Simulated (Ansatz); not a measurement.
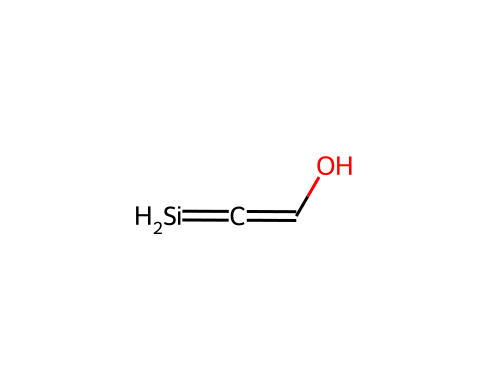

Structural formula above. Computed geometry: PBE0-D4/def2-TZVP optimisation. No frequency run is at hand to confirm it as a minimum.

What does the molecule look like in three dimensions?

The molecule is C₂H₄OSi. As SMILES it reads `OC=C=[SiH2]`. It has no ring. Among its groups: Si–H bond. This geometry has Cs symmetry. Coordination: 1 O bent; 1 C trigonal planar; 1 C linear; 1 Si trigonal planar.

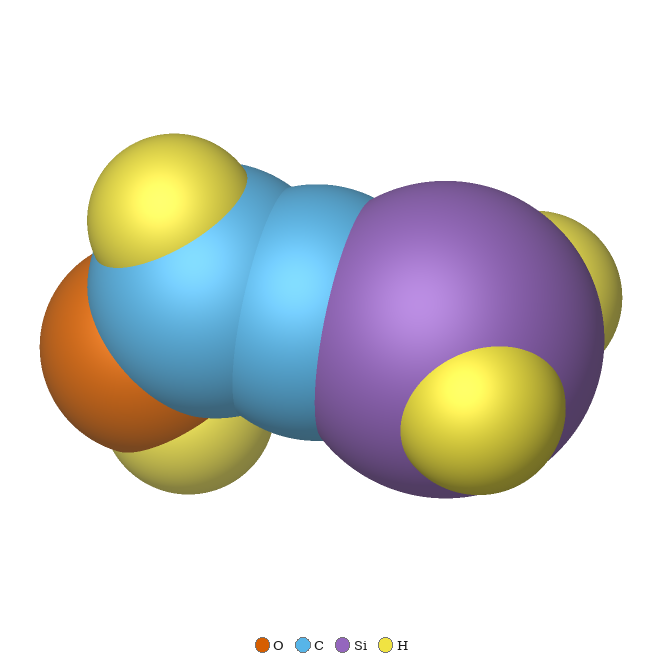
